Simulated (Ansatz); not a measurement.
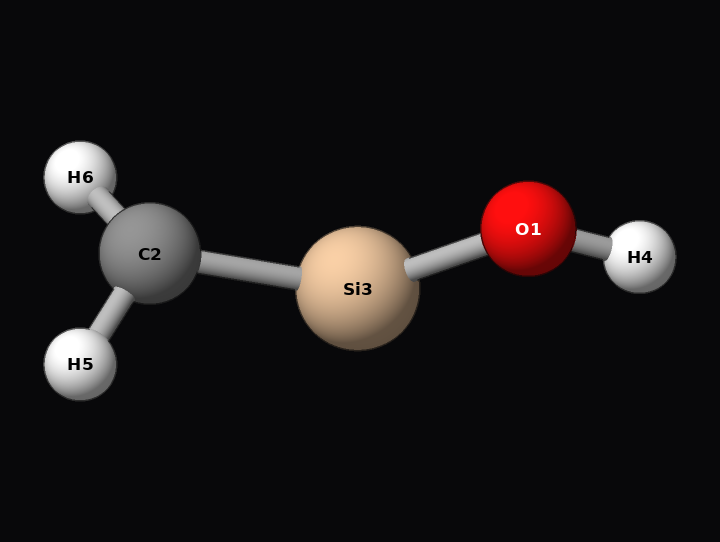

The questions are on Mulliken charges. The species has charge +1 and is a spin singlet. The geometry was computed by an optimisation with PBE-D4/def2-SVP. No frequency run is at hand to confirm it as a minimum. Properties computed with RKS PBE-D4/def2-SVP (Ansatz 0.2.0).

Give the Mulliken charges atom by atom.

```csv
atom,value (e)
O1,−0.21
C2,−0.20
Si3,0.76
H4,0.28
H5,0.19
H6,0.19
```

Mulliken values depend strongly on the basis set and can even reverse the polarity of a bond.
